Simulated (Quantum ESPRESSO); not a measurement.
# Magnetic state of Yb3SnC from several starts

Wanted: the moments of Yb3SnC and the energy of each order that was tried.

Calculated with Quantum ESPRESSO 7.5; PBE with U = 3.6 eV on Yb f (atomic projectors); plane waves with SSSP 1.3 efficiency PBE potentials, no spin-orbit coupling.

## (1) The structure

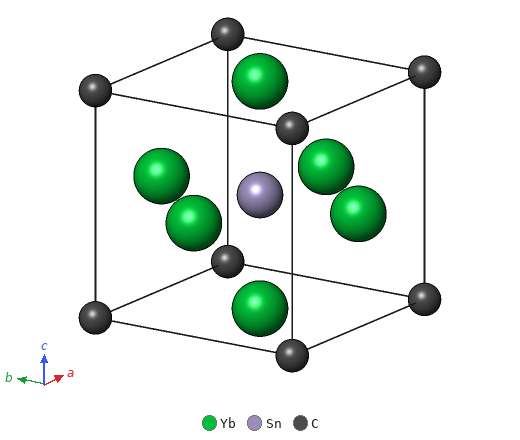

Start, viewed from a free direction; ytterbium green, tin purple, carbon dark grey. Some periodic images of atoms are drawn too.

The cell comes from Materials Project 2023-11-01, a database of computed structures, and need not be the stable phase.

## (2) Run 1 (ferro +++)

The signs are those of the starting moments on the seeded atoms, the atoms that are given a moment.

Input file pw.in:

```
&CONTROL
  calculation = 'scf'
  prefix = 'pwscf'
  outdir = './tmp'
  pseudo_dir = './pseudo'
  disk_io = 'nowf'
  tprnfor = .true.
  tstress = .true.
/
&SYSTEM
  ibrav = 0
  nat = 5
  ntyp = 3
  ecutwfc = 60
  ecutrho = 480
  nbnd = 58
  occupations = 'smearing'
  smearing = 'fd'
  degauss = 0.00367493
  nspin = 2
  starting_magnetization(1) = 0.0417
  starting_magnetization(2) = 0
  starting_magnetization(3) = 0
/
&ELECTRONS
  conv_thr = 1d-08
  electron_maxstep = 150
  mixing_beta = 0.3
/
ATOMIC_SPECIES
Yb    173.0540 Yb.paw.z_24.atompaw.wentzcovitch.v1.2.upf
Sn    118.7100 Sn_pbe_v1.uspp.F.UPF
C      12.0110 C.pbe-n-kjpaw_psl.1.0.0.UPF
CELL_PARAMETERS bohr
  11.1774408991    0.0000000000    0.0000000000
   0.0000000000   11.1774408991    0.0000000000
   0.0000000000    0.0000000000   11.1774408991
ATOMIC_POSITIONS crystal
Yb      0.0000000000    0.5000000000    0.5000000000
Yb      0.5000000000    0.0000000000    0.5000000000
Yb      0.5000000000    0.5000000000    0.0000000000
Sn      0.5000000000    0.5000000000    0.5000000000
C       0.0000000000    0.0000000000    0.0000000000
K_POINTS automatic
6 6 6 0 0 0
HUBBARD {atomic}
U Yb-4f 3.6000
```

The run is started by

```bash
OMP_NUM_THREADS=1 mpirun -n 4 pw.x -nk 4 -in pw.in > pw.out
```

What it wrote:

```text
Program PWSCF v.7.5 starts

     file Yb.paw.z_24.atompaw.wentzcovitch.v1.2.upf: wavefunction(s)  6S 0P 5D 0D 4F 0F renormalized
     file C.pbe-n-kjpaw_psl.1.0.0.UPF: wavefunction(s)  2S 2P renormalized
     Message from routine setup:
     using ibrav=0 with symmetry is DISCOURAGED, use correct ibrav instead

     K-points division:     npool     =       4
     Subspace diagonalization in iterative solution of the eigenvalue problem:

     G-vector sticks info
     --------------------
     sticks:   dense  smooth     PW     G-vecs:    dense   smooth      PW
     Sum        4765    2385    673               248049    87655   13205

     Using Slab Decomposition

     bravais-lattice index     =            0
     lattice parameter (alat)  =      11.1774  a.u.
     unit-cell volume          =    1396.4556 (a.u.)^3
     number of atoms/cell      =            5
     number of atomic types    =            3
     number of electrons       =        90.00
     number of Kohn-Sham states=           58
     kinetic-energy cutoff     =      60.0000  Ry
     charge density cutoff     =     480.0000  Ry
     scf convergence threshold =      1.0E-08
     mixing beta               =       0.3000
     number of iterations used =            8  plain     mixing
     Exchange-correlation= SLA  PW   PBX  PBC
                           (   1   4   3   4   0   0   0)
     Hubbard projectors: atomic
     Hubbard parameters of DFT+U (Dudarev formulation) in eV:
     U(Yb-4f) =  3.6000

     Internal variables: lda_plus_u =T, lda_plus_u_kind = 0

     Internal variables: orbital_resolved =F, hub_pot_fix =F, apply_U = F

     celldm(1)=  11.177441  celldm(2)=   0.000000  celldm(3)=   0.000000
     celldm(4)=   0.000000  celldm(5)=   0.000000  celldm(6)=   0.000000

     crystal axes: (cart. coord. in units of alat)
               a(1) = (   1.000000   0.000000   0.000000 )
               a(2) = (   0.000000   1.000000   0.000000 )
               a(3) = (   0.000000   0.000000   1.000000 )

     reciprocal axes: (cart. coord. in units 2 pi/alat)
               b(1) = (  1.000000  0.000000  0.000000 )
               b(2) = (  0.000000  1.000000  0.000000 )
               b(3) = (  0.000000  0.000000  1.000000 )

     PseudoPot. # 1 for Yb read from file:
     Yb.paw.z_24.atompaw.wentzcovitch.v1.2.upf
     Pseudo is Projector augmented-wave + core cor, Zval = 24.0
     Generated using ATOMPAW code
     Shape of augmentation charge: BESSEL
     Using radial grid of 1117 points,  8 beta functions with:
                l(1) =   0
                l(2) =   0
                l(3) =   1
                l(4) =   1
                l(5) =   2
                l(6) =   2
                l(7) =   3
                l(8) =   3
     Q(r) pseudized with 0 coefficients

     PseudoPot. # 2 for Sn read from file:
     Sn_pbe_v1.uspp.F.UPF
     Pseudo is Ultrasoft + core correction, Zval = 14.0
     Generated by new atomic code, or converted to UPF format
     Using radial grid of  891 points,  6 beta functions with:
                l(1) =   0
                l(2) =   0
                l(3) =   1
                l(4) =   1
                l(5) =   2
                l(6) =   2
     Q(r) pseudized with  6 coefficients,  rinner =    1.200   1.200   1.200
                                                       1.200   1.200

     PseudoPot. # 3 for C  read from file:
     C.pbe-n-kjpaw_psl.1.0.0.UPF
     Pseudo is Projector augmented-wave + core cor, Zval =  4.0
     Generated using "atomic" code by A. Dal Corso  v.5.1
     Shape of augmentation charge: PSQ
     Using radial grid of 1073 points,  4 beta functions with:
                l(1) =   0
                l(2) =   0
                l(3) =   1
                l(4) =   1
     Q(r) pseudized with 0 coefficients

     atomic species   valence    mass     pseudopotential
     Yb               24.00   173.05400     Yb( 1.00)
     Sn               14.00   118.71000     Sn( 1.00)
     C                 4.00    12.01100     C ( 1.00)

     Starting magnetic structure
     atomic species   magnetization
     Yb              0.042
     Sn              0.000
     C               0.000

     48 Sym. Ops., with inversion, found

   Cartesian axes

     site n.     atom                  positions (alat units)
         1        Yb     tau(   1) = (   0.0000000   0.5000000   0.5000000  )
         2        Yb     tau(   2) = (   0.5000000   0.0000000   0.5000000  )
         3        Yb     tau(   3) = (   0.5000000   0.5000000   0.0000000  )
         4        Sn     tau(   4) = (   0.5000000   0.5000000   0.5000000  )
         5        C      tau(   5) = (   0.0000000   0.0000000   0.0000000  )

     number of k points=    20  Fermi-Dirac smearing, width (Ry)=  0.0037
                       cart. coord. in units 2pi/alat
        k(    1) = (   0.0000000   0.0000000   0.0000000), wk =   0.0046296
        k(    2) = (   0.0000000   0.0000000   0.1666667), wk =   0.0277778
        k(    3) = (   0.0000000   0.0000000   0.3333333), wk =   0.0277778
        k(    4) = (   0.0000000   0.0000000  -0.5000000), wk =   0.0138889
        k(    5) = (   0.0000000   0.1666667   0.1666667), wk =   0.0555556
        [... 15 further k-points ...]

     Dense  grid:   248049 G-vectors     FFT dimensions: (  80,  80,  80)

     Smooth grid:    87655 G-vectors     FFT dimensions: (  60,  60,  60)

     Generating pointlists ...
     new r_m :   0.2063 (alat units)  2.3053 (a.u.) for type    1
     new r_m :   0.2063 (alat units)  2.3053 (a.u.) for type    2
     new r_m :   0.2917 (alat units)  3.2603 (a.u.) for type    3

     Initial potential from superposition of free atoms

     starting charge      88.9879, renormalised to      90.0000

     STARTING HUBBARD OCCUPATIONS:

     =================== HUBBARD OCCUPATIONS ===================
     ------------------------ ATOM    1 ------------------------
     Tr[ns(  1)] (up, down, total) =   7.00000  6.00000 13.00000
     Atomic magnetic moment for atom   1 =   1.00000
     [... lines left out ...]
     ------------------------ ATOM    2 ------------------------
     Tr[ns(  2)] (up, down, total) =   7.00000  6.00000 13.00000
     Atomic magnetic moment for atom   2 =   1.00000
     [... lines left out ...]
     ------------------------ ATOM    3 ------------------------
     Tr[ns(  3)] (up, down, total) =   7.00000  6.00000 13.00000
     Atomic magnetic moment for atom   3 =   1.00000
     [... lines left out ...]
     Number of occupied Hubbard levels =   39.0000

     Atomic wfc used for Hubbard projectors are NOT orthogonalized

     Starting wfcs are  109 randomized atomic wfcs
     Checking if some PAW data can be deallocated...

     Self-consistent Calculation

     iteration #  1     ecut=    60.00 Ry     beta= 0.30
     Davidson diagonalization with overlap
     ethr =  1.00E-02,  avg # of iterations =  2.6

     =================== HUBBARD OCCUPATIONS ===================
     ------------------------ ATOM    1 ------------------------
     Tr[ns(  1)] (up, down, total) =   6.99880  6.99673 13.99552
     Atomic magnetic moment for atom   1 =   0.00207
     [... lines left out ...]
     ------------------------ ATOM    2 ------------------------
     Tr[ns(  2)] (up, down, total) =   6.99880  6.99673 13.99552
     Atomic magnetic moment for atom   2 =   0.00207
     [... lines left out ...]
     ------------------------ ATOM    3 ------------------------
     Tr[ns(  3)] (up, down, total) =   6.99880  6.99673 13.99552
     Atomic magnetic moment for atom   3 =   0.00207
     [... lines left out ...]
     Number of occupied Hubbard levels =   41.9866

     Threshold (ethr) on eigenvalues was too large:
     Diagonalizing with lowered threshold

     Davidson diagonalization with overlap
     ethr =  8.78E-04,  avg # of iterations =  2.9

     total energy              =   -3214.22092623 Ry
     estimated scf accuracy    <       0.76044330 Ry

     total magnetization       =     0.22 Bohr mag/cell
     absolute magnetization    =     0.26 Bohr mag/cell

     iteration #  2     ecut=    60.00 Ry     beta= 0.30
     Davidson diagonalization with overlap
     ethr =  8.45E-04,  avg # of iterations =  2.2

     total energy              =   -3214.18459629 Ry
     estimated scf accuracy    <       1.84078448 Ry

     total magnetization       =     2.00 Bohr mag/cell
     absolute magnetization    =     2.01 Bohr mag/cell

     iteration #  3     ecut=    60.00 Ry     beta= 0.30
     Davidson diagonalization with overlap
     ethr =  8.45E-04,  avg # of iterations =  1.2

     total energy              =   -3214.41956331 Ry
     estimated scf accuracy    <       0.53201974 Ry

     total magnetization       =     0.30 Bohr mag/cell
     absolute magnetization    =     0.31 Bohr mag/cell

     [... further iterations left out ...]

     iteration # 18     ecut=    60.00 Ry     beta= 0.30
     Davidson diagonalization with overlap
     ethr =  1.11E-08,  avg # of iterations =  2.6

     total energy              =   -3214.45089697 Ry
     estimated scf accuracy    <       0.00000067 Ry

     total magnetization       =     0.01 Bohr mag/cell
     absolute magnetization    =     0.01 Bohr mag/cell

     iteration # 19     ecut=    60.00 Ry     beta= 0.30
     Davidson diagonalization with overlap
     ethr =  7.41E-10,  avg # of iterations =  4.5

     total energy              =   -3214.45089926 Ry
     estimated scf accuracy    <       0.00000022 Ry

     total magnetization       =    -0.01 Bohr mag/cell
     absolute magnetization    =     0.01 Bohr mag/cell

     iteration # 20     ecut=    60.00 Ry     beta= 0.30
     Davidson diagonalization with overlap
     ethr =  2.43E-10,  avg # of iterations =  2.5

     total energy              =   -3214.45089969 Ry
     estimated scf accuracy    <       0.00000002 Ry

     total magnetization       =    -0.00 Bohr mag/cell
     absolute magnetization    =     0.00 Bohr mag/cell

     iteration # 21     ecut=    60.00 Ry     beta= 0.30
     Davidson diagonalization with overlap
     ethr =  1.86E-11,  avg # of iterations =  5.8

     Magnetic moment per site  (integrated on atomic sphere of radius R)
     atom   1 (R=0.206)  charge= 21.8755  magn= -0.0000
     atom   2 (R=0.206)  charge= 21.8755  magn= -0.0000
     atom   3 (R=0.206)  charge= 21.8755  magn= -0.0000
     atom   4 (R=0.206)  charge= 12.2785  magn= -0.0000
     atom   5 (R=0.292)  charge=  4.5267  magn= -0.0009

     End of self-consistent calculation

     =================== HUBBARD OCCUPATIONS ===================
     ------------------------ ATOM    1 ------------------------
     Tr[ns(  1)] (up, down, total) =   6.94351  6.94352 13.88702
     Atomic magnetic moment for atom   1 =  -0.00001
     [... lines left out ...]
     ------------------------ ATOM    2 ------------------------
     Tr[ns(  2)] (up, down, total) =   6.94351  6.94352 13.88702
     Atomic magnetic moment for atom   2 =  -0.00001
     [... lines left out ...]
     ------------------------ ATOM    3 ------------------------
     Tr[ns(  3)] (up, down, total) =   6.94351  6.94352 13.88702
     Atomic magnetic moment for atom   3 =  -0.00001
     [... lines left out ...]
     Number of occupied Hubbard levels =   41.6611

     [... lines left out ...]
     the Fermi energy is     6.1419 ev

!    total energy              =   -3214.45089974 Ry
     estimated scf accuracy    <          7.7E-09 Ry
     smearing contrib. (-TS)   =      -0.00595688 Ry
     internal energy E=F+TS    =   -3214.44494285 Ry

     The total energy is F=E-TS. E is the sum of the following terms:
     one-electron contribution =   -1578.04058268 Ry
     hartree contribution      =     721.59388505 Ry
     xc contribution           =    -166.78655043 Ry
     ewald contribution        =    -727.92156579 Ry
     Hubbard energy            =       0.04440763 Ry
     one-center paw contrib.   =   -1463.33453663 Ry

     total magnetization       =    -0.00 Bohr mag/cell
     absolute magnetization    =     0.00 Bohr mag/cell

     convergence has been achieved in  21 iterations

     Forces acting on atoms (cartesian axes, Ry/au):

     atom    1 type  1   force =     0.00000000    0.00000000    0.00000000
     atom    2 type  1   force =     0.00000000    0.00000000    0.00000000
     atom    3 type  1   force =     0.00000000    0.00000000    0.00000000
     atom    4 type  2   force =     0.00000000    0.00000000    0.00000000
     atom    5 type  3   force =     0.00000000    0.00000000    0.00000000

     Total force =     0.000000     Total SCF correction =     0.000000

     Computing stress (Cartesian axis) and pressure

          total   stress  (Ry/bohr**3)                   (kbar)     P=       -8.66
  -0.00005886   0.00000000   0.00000000           -8.66        0.00        0.00
   0.00000000  -0.00005886   0.00000000            0.00       -8.66        0.00
   0.00000000   0.00000000  -0.00005886            0.00        0.00       -8.66

=------------------------------------------------------------------------------=
   JOB DONE.
=------------------------------------------------------------------------------=
```

Wall time 15 min (4 MPI ranks of Intel Xeon Platinum 8259CL at 2.50GHz (Skylake/Cascade Lake), shared host); peak memory 3.6 GiB.

Spin moment in the atom's sphere by atom:

```
atom  spin moment in the atom's sphere (μB)
 Yb1                                 0.0000
 Yb2                                 0.0000
 Yb3                                 0.0000
 Sn4                                 0.0000
  C5                                -0.0009
```

This step gave:

```yaml
smearing_term_ts: 0.08105 eV
pressure: -0.8659 GPa
magnetization: 0 μB
absolute_magnetization: 0 μB
final_state: non-magnetic
```

[end of part 1 of 2]

[Logs and program files are shortened in this print: banners, set-up blocks, solver, clock and traceback lines can be left out without a mark of their own.]

[Logs are printed without paths, hosts, clocks, repeated set-up lines and the standing remarks that a program may print on its own settings, such as how far it seeks lower states.]

[Hosts, paths, dates, database ids (printed as entryN), source tags and the programs' standing remarks are cut or masked in the printed files.]

[Where a cell is said to come from a database of computed structures, the database is the Materials Project.]
